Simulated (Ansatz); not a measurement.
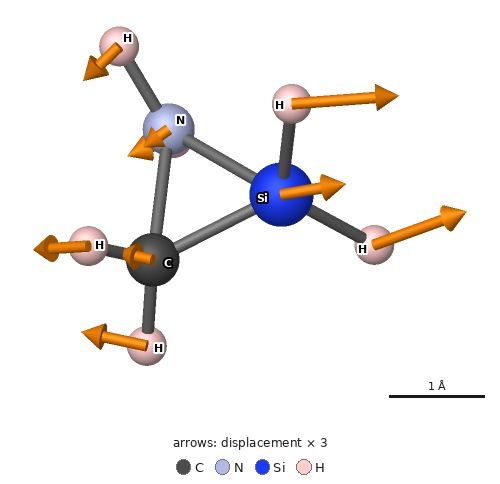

This is a relaxation of CH6NSi (charge +1). The starting structure is drawn; orange arrows show the displacements, magnified 3 times. The two geometries are superimposed by the best rigid fit.

A ball-and-stick model, seen at a tilt.

It is one of the separated reactants of a reaction.

Computed with RKS PBE-D4/def2-SVP (Ansatz). Settings: force threshold 0.03 eV/Å; at most 250 steps.

Which element moves most?

Hydrogen: up to 0.38 Å, against 0.24 Å for silicon.

What happened in the run?

After 6 geometry steps the energy has fallen by 66.9 kcal/mol. The largest force component goes from 15 to 0.029 eV/Å. The largest moves after the best rigid fit, 0.38 Å, are those of H atoms. Largest moves by element: H 0.38 Å, Si 0.24 Å, C 0.15 Å, N 0.11 Å. Near-neighbour distances that change, for instance: C–Si 1.521 → 1.857 Å, N–Si 1.666 → 1.902 Å, C–N 1.636 → 1.522 Å, H–N 1.074 → 1.032 Å. Among the angles between lasting bonds that change: C–Si–N 61.6° → 47.8°, H–Si–H 133.9° → 122.1°, C–N–Si 54.8° → 64.6°.
